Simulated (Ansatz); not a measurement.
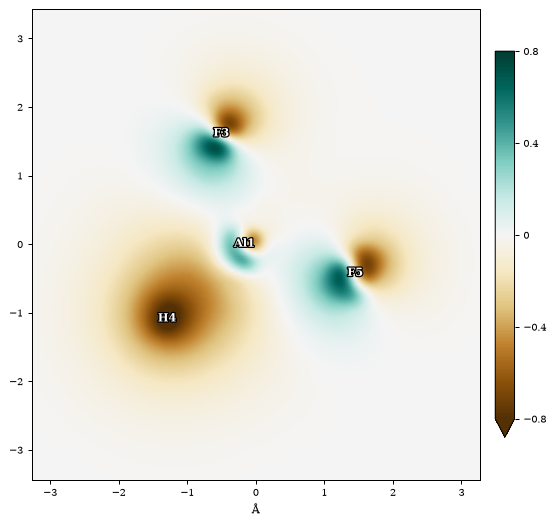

AlF$_{2}$H···H$_{2}$. The HOMO on the plane of atoms H4, Al1 and F5 (values in Å⁻³ᐟ²; the overall sign is arbitrary).

Not at a stationary point (largest force 1.5 eV/Å).

Method: RKS PBE0-D4/6-31G* in Ansatz 0.2.0.

```yaml
atoms:
  - { symbol: Al, position_ang: [0.0057, -0.5205, -0.4149] }
  - { symbol: H, position_ang: [0.0480, -0.0316, 2.2996] }
  - { symbol: F, position_ang: [1.4486, 0.1830, -0.7623] }
  - { symbol: H, position_ang: [-1.3660, 0.1565, -0.7892] }
  - { symbol: F, position_ang: [0.0573, -2.0086, 0.3422] }
  - { symbol: H, position_ang: [0.0467, -0.6772, 2.0015] }
```

Question: Where does this orbital lie, and at what energy?

Answer: Its weight (Hirshfeld) is mainly on H4 (about 45 %), Al1 (about 30 %), F5 (about 10 %) and F3 (about 10 %). Its energy is −9.90 eV.
